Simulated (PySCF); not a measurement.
SMILES c1c(ccc(c1)OC)C, singlet, GFN2-xTB optimised geometry. Atoms within 1.6 Å of the plane z = 0.0 Å (x, y, z in Å): C1 (-2.37, -2.39, -0.01), O2 (-0.97, -2.32, 0.00), C3 (-0.37, -1.09, 0.00), C4 (-1.05, 0.12, 0.00), C5 (-0.33, 1.31, 0.00), C6 (1.06, 1.32, 0.00), C7 (1.83, 2.60, -0.02), C8 (1.72, 0.09, 0.00), C9 (1.02, -1.09, 0.00), H10 (-2.80, -1.92, 0.88), H11 (-2.62, -3.45, -0.01), H12 (-2.79, -1.91, -0.90), H13 (-2.12, 0.16, 0.01), H14 (-0.87, 2.24, 0.00), H15 (1.19, 3.45, 0.23), H16 (2.25, 2.77, -1.01), H17 (2.65, 2.57, 0.69), H18 (2.80, 0.08, 0.00), H19 (1.54, -2.04, 0.00).

Method: PBE0/def2-SVP run with PySCF. Cells within 0.4 Å of a nucleus heavier than hydrogen are left out (blank, or x).

Map of the log10 of the electron density (e/bohr³), floored at −4 on the plane z = 0.0 Å:

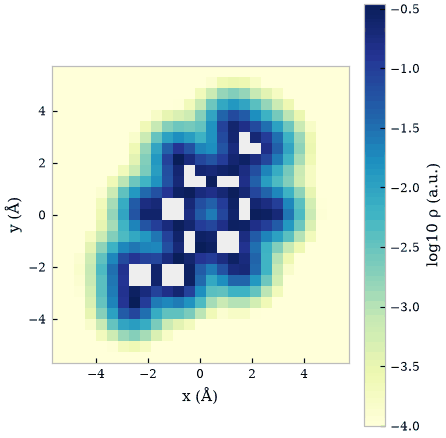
*Log10 of the electron density (e/bohr³), floored at −4 on the plane z = 0.0 Å.*
